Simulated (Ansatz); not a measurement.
**Geometry relaxation, with input and output: CH7Al (part 1 of 2)**

System: CH7Al.
Method: RKS PBE/cc-pVDZ (Ansatz 0.2.0).

The input holds or restrains some coordinates. Forces given for the steps count only the free coordinates. It belongs to a series of runs on one base structure; here: pulled along the bonds that form and break, towards end B.

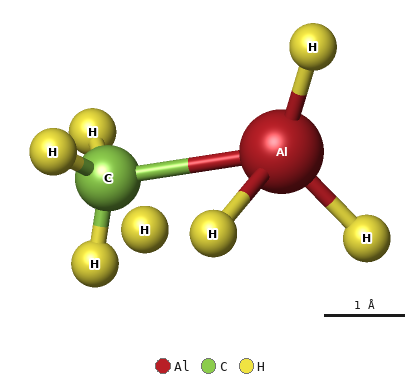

Fig. 1: The starting structure (ball-and-stick view, seen at a tilt). Sticks mark near contacts.

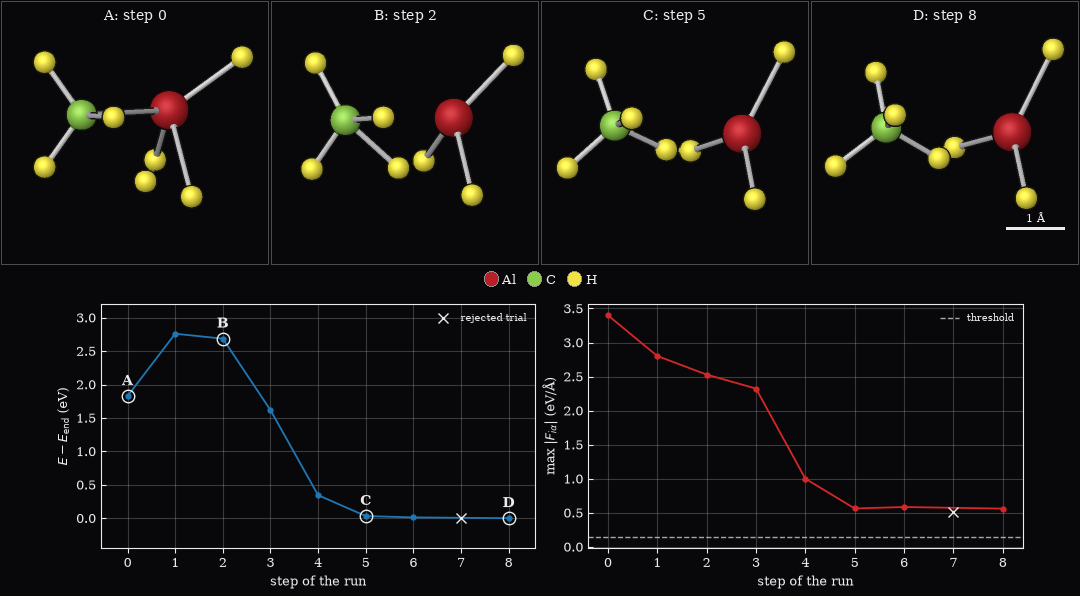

Fig. 2: Frames of the restrained relaxation (ball-and-stick view, seen at a tilt) above the curves, on which the letters mark them (the first geometry is step 0 here and step 1 in the log).

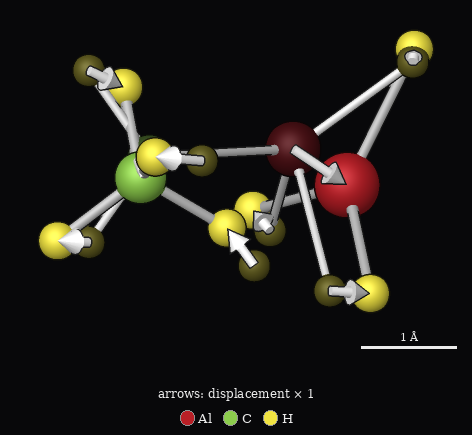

Fig. 3: Start (faint) and end (solid) with the displacements as white arrows, at true length (ball-and-stick view, seen at a tilt). The two geometries are laid on each other by the best rigid fit. After 8 geometry steps the energy has fallen by 1.828 eV. Largest force component: 3.4 eV/Å at the start, 0.56 eV/Å at the end. The line search rejected the trial step at point 7 (counted from 0) and went back. The largest move after the best rigid fit is that of Al1, 0.72 Å. Largest moves by element: Al 0.72 Å, H 0.64 Å, C 0.39 Å. Distances before and after: Al1–C2 2.320 → 3.165 Å, C2–H9 1.596 → 1.117 Å, Al1–H8 1.860 → 1.573 Å, Al1–H6 1.560 → 1.607 Å. New bonds form: C2–H9 (1.60 → 1.12 Å). Among the angles that change: H7–Al1–H8 92.7° → 119.5°, H6–Al1–H8 105.6° → 119.8°. (Atoms are counted from 1 in the order of the input.)

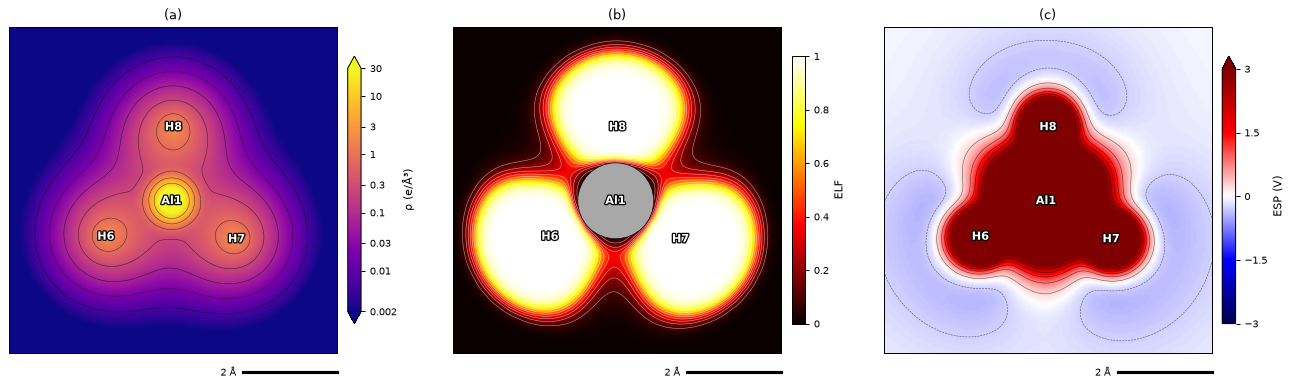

Fig. 4: (a) electron density; (b) ELF; (c) molecular electrostatic potential on the plane of atoms H6, Al1 and H7. Grey discs, where drawn, cover atomic cores. The section cuts through Al and H sites. Al–H (1.57 Å): ρ at the midpoint is about 0.53 e/Å³; the ELF climbs to about 1 towards the hydrogen, as it does in any bond to H.

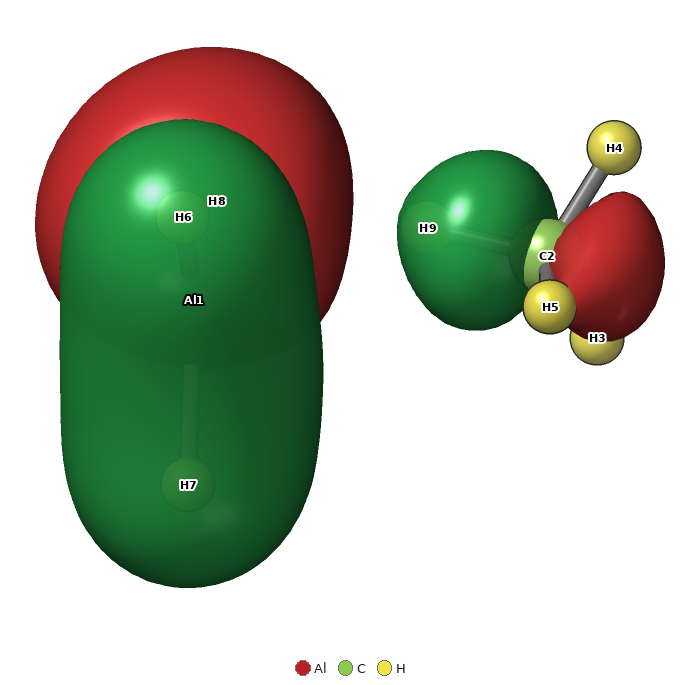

Fig. 5: One frontier orbital at ±0.08 Å⁻³ᐟ² (green and red are the two phases), seen at a tilt. The HOMO, at −7.04 eV. It lies mainly on H8 (40 %), Al1 (35 %), H7 (10 %) and H6 (10 %).

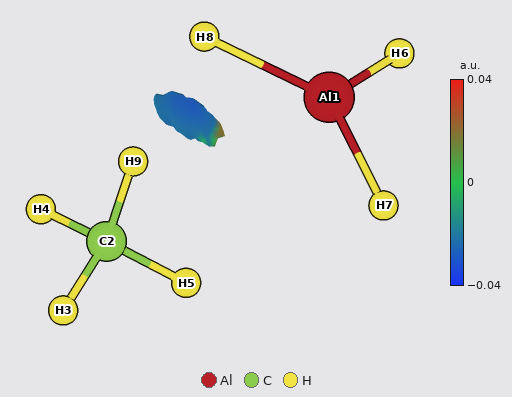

Fig. 6: Non-covalent interaction (NCI) plot: the surface where the reduced density gradient is 0.4, for densities under 0.05 a.u., coloured by sign(λ₂)ρ; seen at an oblique angle.

The input that produced these results follows, with the program's output.

**Input file**
```yaml
crystal:
  periodic: [false, false, false]
  atoms:
    - { symbol: Al, position_ang: [0.0, 0.0, 0.0] }
    - { symbol: C, position_ang: [0.0, 0.0, 2.32] }
    - { symbol: H, position_ang: [-0.9996, -0.3092, 2.6905] }
    - { symbol: H, position_ang: [0.7676, -0.7111, 2.6905] }
    - { symbol: H, position_ang: [0.232, 1.0203, 2.6905] }
    - { symbol: H, position_ang: [1.351, 0.0, -0.78] }
    - { symbol: H, position_ang: [-1.351, 0.0, -0.78] }
    - { symbol: H, position_ang: [-0.2382, -1.749, 0.5865] }
    - { symbol: H, position_ang: [-0.19, -1.3947, 1.5677] }
basis:
  gaussian: { orbitals: cc-pVDZ }
hamiltonian:
  xc: pbe
relax:
  f_tol: 0.15
  max_steps: 25
  restrain:
    - { distance: [0, 7], at: 1.56, k: 30.0 }
    - { distance: [8, 1], at: 1.11, k: 30.0 }
    - { distance: [0, 1], at: 3.17, k: 30.0 }
    - { distance: [8, 7], at: 1.86, k: 30.0 }
output:
  orbitals: {}
```

Run as:
```bash
ansatz run input.yaml --threads 1 --pin off --max-ram 2048MiB --backend cpu --events-out ev --progress --plain --runs-dir out
```

**The program's output**
```
The last accepted step is kept in [file] (removed where the run ends without a failure and the disk answers)
Engine: ansatz 0.2.0, aarch64-unknown-linux-gnu
Functional definition: PBE
  parameter kappa = 0.804
  parameter beta = 0.06672455060314922
  exchange = pbe_x(kappa = kappa, mu = beta*pi^2/3)
  correlation = pbe_c(beta = beta)
839 factors; their error is unknown
mean field evaluation 1: about -7731.6489 eV, gradient 5.3e1 eV
mean field evaluation 2: about -7712.5746 eV, gradient 8.4e1 eV
mean field evaluation 4: about -7739.2050 eV, gradient 4.3e0 eV
mean field evaluation 8: about -7739.2996 eV, gradient 4.5e-2 eV
mean field evaluation 16: about -7739.2683 eV, gradient 1.4e-5 eV
mean field -7739.26826257 eV, -284.4128627851 hartree, gradient 1.4e-5 eV, S^2 0.000000; 0 other end points of the search recorded, 0 dependent functions left out
the calculation of the forces begins
reference -7739.26830462 eV, -284.4128643303 hartree; 13, 13 occupied and 54, 54 virtual orbitals, 839 factors
relax step   1: F+E_penalty+E_count = -7739.26826257 eV  Δ(F+E_penalty+E_count) = +0.000e0 eV  max|allowed force component| = 3.400e0 eV/Å  E_restraint = 25.71085873 eV  max|allowed force component, restraints' pulls added| = 2.646e1 eV/Å  Δτ_max = 0.0000 Å  (24 SCF iters, accepted)
  distance Al 0 - H 7 = 1.8600 Å
  distance H 8 - C 1 = 1.5960 Å
  distance Al 0 - C 1 = 2.3200 Å
  distance H 8 - H 7 = 1.0443 Å
these checks for a lower state are left out or cut short: starts, cluster_reference, orbital_swaps, neighbouring_geometries, increment
839 factors; their error is unknown
mean field -7738.33664612 eV, -284.3786265119 hartree, gradient 1.8e-5 eV, S^2 0.000000; 0 other end points of the search recorded, 0 dependent functions left out
the calculation of the forces begins
reference -7738.33668883 eV, -284.3786280816 hartree; 13, 13 occupied and 54, 54 virtual orbitals, 839 factors
relax step   2: F+E_penalty+E_count = -7738.33664612 eV  Δ(F+E_penalty+E_count) = +9.316e-1 eV  max|allowed force component| = 2.802e0 eV/Å  E_restraint = 11.59117455 eV  max|allowed force component, restraints' pulls added| = 1.605e1 eV/Å  Δτ_max = 0.1950 Å  (32 SCF iters, accepted)
  distance Al 0 - H 7 = 1.7789 Å
  distance H 8 - C 1 = 1.4241 Å
  distance Al 0 - C 1 = 2.5586 Å
  distance H 8 - H 7 = 1.3576 Å
these checks for a lower state are left out or cut short: starts, cluster_reference, orbital_swaps, neighbouring_geometries, increment
839 factors; their error is unknown
mean field evaluation 32: about -7738.4105 eV, gradient 1.3e-5 eV
mean field -7738.41053044 eV, -284.3813417107 hartree, gradient 1.3e-5 eV, S^2 0.000000; 0 other end points of the search recorded, 0 dependent functions left out
the calculation of the forces begins
reference -7738.41057376 eV, -284.3813433027 hartree; 13, 13 occupied and 54, 54 virtual orbitals, 839 factors
relax step   3: F+E_penalty+E_count = -7738.41053044 eV  Δ(F+E_penalty+E_count) = -7.388e-2 eV  max|allowed force component| = 2.530e0 eV/Å  E_restraint = 3.09168600 eV  max|allowed force component, restraints' pulls added| = 8.255e0 eV/Å  Δτ_max = 0.1949 Å  (31 SCF iters, accepted)
  distance Al 0 - H 7 = 1.6737 Å
  distance H 8 - C 1 = 1.2481 Å
  distance Al 0 - C 1 = 2.8084 Å
  distance H 8 - H 7 = 1.6517 Å
these checks for a lower state are left out or cut short: starts, cluster_reference, orbital_swaps, neighbouring_geometries, increment
839 factors; their error is unknown
mean field -7739.47962077 eV, -284.4206300557 hartree, gradient 2.3e-5 eV, S^2 0.000000; 0 other end points of the search recorded, 0 dependent functions left out
the calculation of the forces begins
reference -7739.47966424 eV, -284.4206316530 hartree; 13, 13 occupied and 54, 54 virtual orbitals, 839 factors
relax step   4: F+E_penalty+E_count = -7739.47962077 eV  Δ(F+E_penalty+E_count) = -1.069e0 eV  max|allowed force component| = 2.324e0 eV/Å  E_restraint = 0.28769541 eV  max|allowed force component, restraints' pulls added| = 2.896e0 eV/Å  Δτ_max = 0.1946 Å  (30 SCF iters, accepted)
  distance Al 0 - H 7 = 1.5836 Å
  distance H 8 - C 1 = 1.1411 Å
  distance Al 0 - C 1 = 3.0407 Å
  distance H 8 - H 7 = 1.8293 Å
these checks for a lower state are left out or cut short: starts, cluster_reference, orbital_swaps, neighbouring_geometries, increment
839 factors; their error is unknown
mean field -7740.75146268 eV, -284.4673693837 hartree, gradient 1.6e-5 eV, S^2 0.000000; 0 other end points of the search recorded, 0 dependent functions left out
the calculation of the forces begins
reference -7740.75150679 eV, -284.4673710049 hartree; 13, 13 occupied and 54, 54 virtual orbitals, 839 factors
relax step   5: F+E_penalty+E_count = -7740.75146268 eV  Δ(F+E_penalty+E_count) = -1.272e0 eV  max|allowed force component| = 1.001e0 eV/Å  E_restraint = 0.02348275 eV  max|allowed force component, restraints' pulls added| = 1.240e0 eV/Å  Δτ_max = 0.1950 Å  (24 SCF iters, accepted)
  distance Al 0 - H 7 = 1.5691 Å
  distance H 8 - C 1 = 1.1307 Å
  distance Al 0 - C 1 = 3.1519 Å
  distance H 8 - H 7 = 1.8870 Å
these checks for a lower state are left out or cut short: starts, cluster_reference, orbital_swaps, neighbouring_geometries, increment
839 factors; their error is unknown
mean field -7741.06418400 eV, -284.4788616803 hartree, gradient 1.6e-5 eV, S^2 0.000000; 0 other end points of the search recorded, 0 dependent functions left out
the calculation of the forces begins
reference -7741.06422878 eV, -284.4788633259 hartree; 13, 13 occupied and 54, 54 virtual orbitals, 839 factors
```
